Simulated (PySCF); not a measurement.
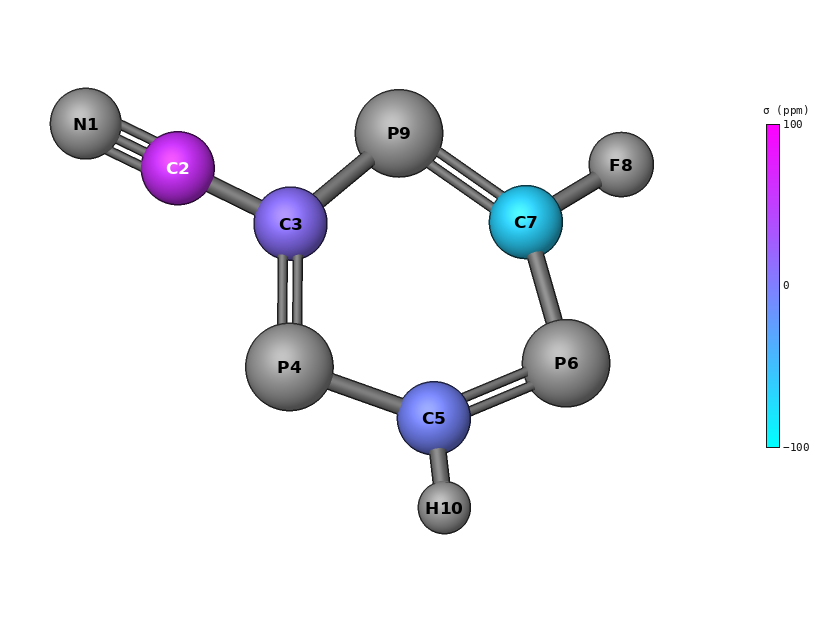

Atoms are coloured by their isotropic NMR shieldings (C only, the others grey). The computed structure is the end point of a GFN2-xTB optimisation. No frequency run is at hand to confirm it as a minimum. Properties computed with GIAO PBE0/pcSseg-1 NMR shielding, non-relativistic, gas phase (PySCF 2.14.0).

Q: Which C atom is the most shielded (lowest chemical shift)?

A: C2 (61.6 ppm).

Q: Which C atom is the least shielded (highest chemical shift)?

A: C7 (−66.3 ppm).

Q: How wide is the range of C shifts?

A: 127.9 ppm.

List the isotropic NMR shieldings of the C atoms.

| atom | σ (ppm) |
| --- | --- |
| C2 | 61.6 |
| C3 | 10.5 |
| C5 | −5.7 |
| C7 | −66.3 |

The geometry is semi-empirical. Around P such bond lengths and angles can be off by a tenth of an ångström or more and by several degrees, and values that hang on the shape move with them.
